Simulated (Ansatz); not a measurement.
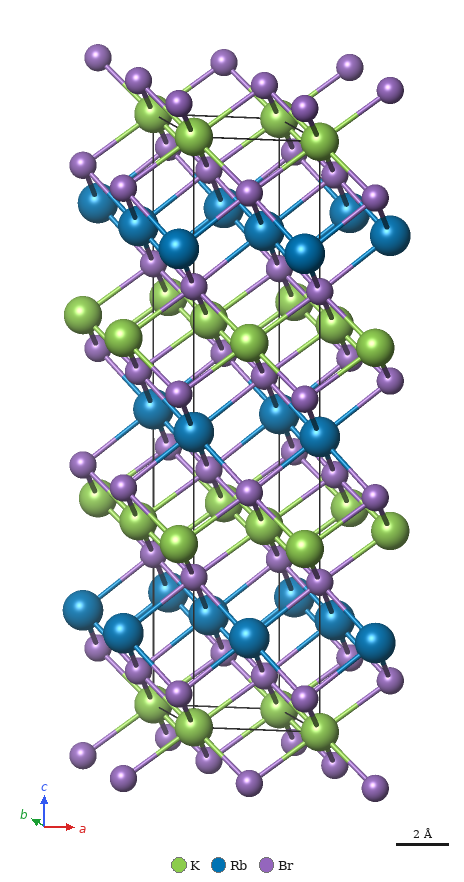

View slightly off an axis, drawn as a ball-and-stick model. Atoms at the boundary of the conventional unit cell (the box) are drawn once for each face, edge or corner they touch. Bonded atoms from the next cells complete the picture.

KRbBr2, α-NaFeO₂ type, space group R-3m (No. 166), a = 5.019 Å, b = 5.019 Å, c = 23.465 Å, α = 90.00°, β = 90.00°, γ = 120.00°. The cell started as a structure type filled with these elements by a generator (whether the compound takes this form wasn't checked). The cell was then strained or its atoms displaced on purpose. A calculation with Ansatz used it as input.

This one geometry was computed with Ansatz (DFT, plane waves, PAW) at three levels of theory: PBE, HSE06 and r2SCAN. It was relaxed with r2SCAN and then strained.

How does the band gap change with the level of theory?

PBE: a gap of 4.04 eV, direct; r2SCAN: a gap of 4.65 eV, direct; HSE06: a gap of 5.18 eV, direct.

Collect the results in a table.

| level | cutoff (eV) | k-mesh of the run's cell | gap (eV) | pressure (GPa) |
| --- | --- | --- | --- | --- |
| PBE | 420 | 6×6×6 | 4.04 | -0.6 |
| HSE06 | 420 | 4×4×4 | 5.18 | -0.8 |
| r2SCAN | 500 | 6×6×6 | 4.65 | -1.1 |

Gaps are taken on the k-mesh or band path of each run.
